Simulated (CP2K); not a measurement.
**Two attempts at SnS (SMILES [S][Sn])**

Wanted: energy and forces of SnS, PM3.

Program for the calculation: CP2K 2026.2.

3 further runs of the same task are left out: 1 that didn't finish, 2 set aside as unsound or not needed.

### 1 The structure to begin with

SnS: 2 atoms, total charge 0, spin state singlet. As SMILES, `[S][Sn]`. Geometry: the measured bond length.

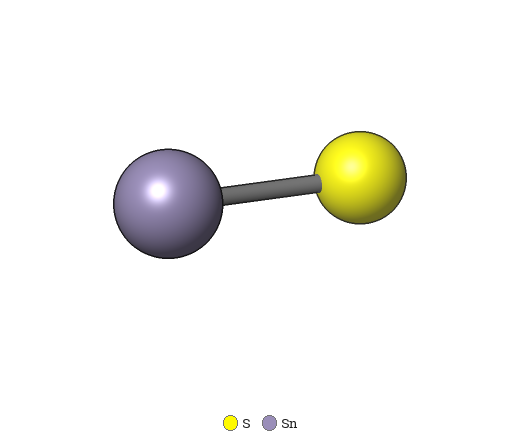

Viewed from a chosen angle; sulfur yellow, tin purple.

### 2 Try one

Contents of molecule.xyz:

```xyz
2

S      0.000000     0.000000     0.000000
Sn     0.000000     0.000000     2.209026
```

Contents of qs.inp:

```
&force_eval
  method QS
  &dft
    charge 0
    multiplicity 1
    &qs
      method PM3
      eps_default 1.0E-10
      &se
        &coulomb
          cutoff [angstrom] 50
          rc_range [angstrom] 0
        &end coulomb
        &exchange
          cutoff [angstrom] 50
          rc_range [angstrom] 0
        &end exchange
      &end se
    &end qs
    &poisson
      periodic NONE
      poisson_solver ANALYTIC
    &end poisson
    &scf
      scf_guess ATOMIC
      eps_scf 1.0E-06
      max_scf 100
      added_mos 4
      &diagonalization
        algorithm STANDARD
      &end diagonalization
      &mixing
        method DIRECT_P_MIXING
        alpha 0.4
      &end mixing
    &end scf
    &print
      &moments
        periodic F
        reference COM
        max_moment 1
      &end moments
      &mo ON
        energies T
        occupation_numbers T
        ndigits 6
        &each
          qs_scf 0
        &end each
        add_last NUMERIC
      &end mo
      &hirshfeld OFF
      &end hirshfeld
    &end print
  &end dft
  &subsys
    &cell
      abc [angstrom] 10 10 12.2
      periodic NONE
    &end cell
    &topology
      coord_file_name molecule.xyz
      coord_file_format XYZ
      &center_coordinates
      &end center_coordinates
    &end topology
  &end subsys
  &print
    &forces ON
    &end forces
  &end print
&end force_eval

&global
  project_name qs
  RUNTYPE ENERGY_FORCE
  print_level MEDIUM
&end global
```

The run is started by

```bash
$ OMP_NUM_THREADS=1 cp2k.psmp qs.inp > qs.out
```

Standard output:

```text
Possible matches for unknown keyword

 RUNTYPE

   keyword RUN_TYPE in section %__ROOT__%GLOBAL score:  109
   enum RTP in section %__ROOT__%GLOBAL for keyword RUN_TYPE score:  106
   enum AUTO in section %__ROOT__%GLOBAL for keyword ELPA_KERNEL score:  105
   enum NONE in section %__ROOT__%GLOBAL for keyword RUN_TYPE score:  105
   enum PINT in section %__ROOT__%GLOBAL for keyword RUN_TYPE score:  105

 *******************************************************************************
 *   ___                                                                       *
 *  /   \                                                                      *
 * [ABORT]                                                                     *
 *  \___/           found an unknown keyword RUNTYPE in section GLOBAL         *
 *    |                                                                        *
 *  O/|                                                                        *
 * /| |                                                                        *
 * / \                                               input/input_parsing.F:253 *
 *******************************************************************************

 ===== Routine Calling Stack =====

            3 section_vals_parse
            2 section_vals_parse
            1 read_input

Program received signal SIGABRT: Process abort signal.

Backtrace for this error:
#0  0x4c98dad3f957 in ???
#1  0x4c98fb5f4cac in __pthread_kill_implementation
#2  0x4c98fb59bfb7 in raise
#3  0x4c98fb585d37 in abort
#4  0x4c98db412d83 in ???
#5  0x4c98db414297 in ???
#6  0x4c98db5842b7 in ???
#7  0x4c98db5838f7 in ???
#8  0x4c98dae59807 in ???
#9  0x4c98db6c4e8b in ???
#10  0x4c98db6c9d0b in ???
#11  0x4c98dade0db3 in ???
#12  0x4c98daddef13 in ???
#13  0x4c98fb586573 in __libc_start_call_main
#14  0x4c98fb586657 in __libc_start_main_impl
#15  0x4c98daddf06f in ???
#16  0xffffffffffffffff in ???
```

Run time: 0.31 s. Hardware: 1 thread of Arm Neoverse V1, shared host.

### 3 What went wrong

The program refused the input.

The log says `Possible matches for unknown keyword`. The fault: the input text is malformed or holds a word that the program doesn't know.

### 4 The mended input

molecule.xyz is that of step 2.

Contents of run.inp:

```
&GLOBAL
   PROJECT_NAME run
   RUN_TYPE ENERGY_FORCE
   PRINT_LEVEL MEDIUM
&END

&FORCE_EVAL
   METHOD Quickstep
   &DFT
      &QS
         METHOD PM3
         EPS_DEFAULT 1.0E-12
         &SE
            &COULOMB
               CUTOFF [angstrom] 50
               RC_RANGE [angstrom] 0
            &END
            &EXCHANGE
               CUTOFF [angstrom] 50
               RC_RANGE [angstrom] 0
            &END
         &END
      &END
      ! no periodic images
      &POISSON
         PERIODIC NONE
         POISSON_SOLVER ANALYTIC
      &END
      &SCF
         SCF_GUESS ATOMIC
         EPS_SCF 1.0E-06
         MAX_SCF 100
         ADDED_MOS 4
         &DIAGONALIZATION
            ALGORITHM STANDARD
         &END
         &MIXING
            METHOD DIRECT_P_MIXING
            ALPHA 0.4
         &END
      &END
      &PRINT
         &MOMENTS
            PERIODIC F
            REFERENCE COM
            MAX_MOMENT 1
         &END
         &MO ON
            ENERGIES T
            OCCUPATION_NUMBERS T
            NDIGITS 6
            &EACH
               QS_SCF 0
            &END
            ADD_LAST NUMERIC
         &END
         &HIRSHFELD OFF
         &END
      &END
   &END
   &SUBSYS
      &CELL
         ABC 10 10 12.2
         PERIODIC NONE
      &END
      &TOPOLOGY
         COORD_FILE_NAME molecule.xyz
         COORD_FILE_FORMAT XYZ
         &CENTER_COORDINATES
         &END
      &END
   &END
   &PRINT
      &FORCES ON
      &END
   &END
&END
```

The run is started by

```bash
$ OMP_NUM_THREADS=1 cp2k.psmp run.inp > run.out
```

Standard output:

```text
CP2K| version string:                                       CP2K version 2026.2
[...]
 GLOBAL| Method name                                                        CP2K
[...]
 GLOBAL| Run type                                                   ENERGY_FORCE
[...]
 *** WARNING in qs_environment.F:2210 :: More added MOs requested than     ***
 *** available. The full set of unoccupied MOs will be used. Use           ***
 *** 'ADDED_MOS -1' to always use all available MOs and to get rid of this ***
[...]
                             - Atoms:                                          2
[...]
                             - Spherical basis functions:                      8
[...]
 Number of electrons:                                                         10
[...]
     1 P_Mix/Diag. 0.40E+00    0.0     0.90351794        -8.7452096171 -8.75E+00
[...]
    14 DIIS/Diag.  0.97E-07    0.0     0.00000014        -9.8004861342 -7.50E-13
  *** SCF run converged in    14 steps ***
  Core-core repulsion energy [eV]:                            132.22093180134144
  Core Hamiltonian energy [eV]:                              -415.00110981440611
  Two-electron integral energy [eV]:                           32.19077566760607
  Electronic energy [eV]:                                    -398.90572198060312
  Total energy [eV]:                                         -266.68479017926165
  Atomic reference energy [eV]:                               268.35178287138791
  Heat of formation [kcal/mol]:                                38.44176775793776
[...]
 SE_DIPOLE| Moment [Debye]          0.00000000       0.00000000      -3.10826084
 SE_DIPOLE| Derivative [a.u.]       0.00000000       0.00000000       0.00000000
 ENERGY| Total FORCE_EVAL ( QS ) energy [hartree]             -9.800486134225325
 FORCES| Atomic forces [hartree/bohr]
 FORCES|   Atom     x               y               z               |f|
 FORCES|      1 -1.41809647E-17 -5.57455953E-17  1.60905891E-02   1.60905891E-02
 FORCES|      2  1.41809647E-17  5.57455953E-17 -1.60905891E-02   1.60905891E-02
 FORCES| Sum     0.00000000E+00  0.00000000E+00  0.00000000E+00
 FORCES| Total atomic force                                       0.00000000E+00
[...]
```

Wall time 0.26 s (1 thread of Arm Neoverse V1, shared host).

### 5 What came out

Level: PM3.

```
                                 quantity          value
                             total energy    -9.80049 Eh
                            dipole moment         3.11 D
                              HOMO energy       -9.74 eV
                              LUMO energy       -2.21 eV
                            HOMO–LUMO gap        7.54 eV
heat of formation at this unrelaxed shape  38.4 kcal/mol
                 largest force on an atom     0.827 eV/Å
```

What this shows: The largest force is 0.83 eV/Å: the shape isn't a stationary point for this species at this level.
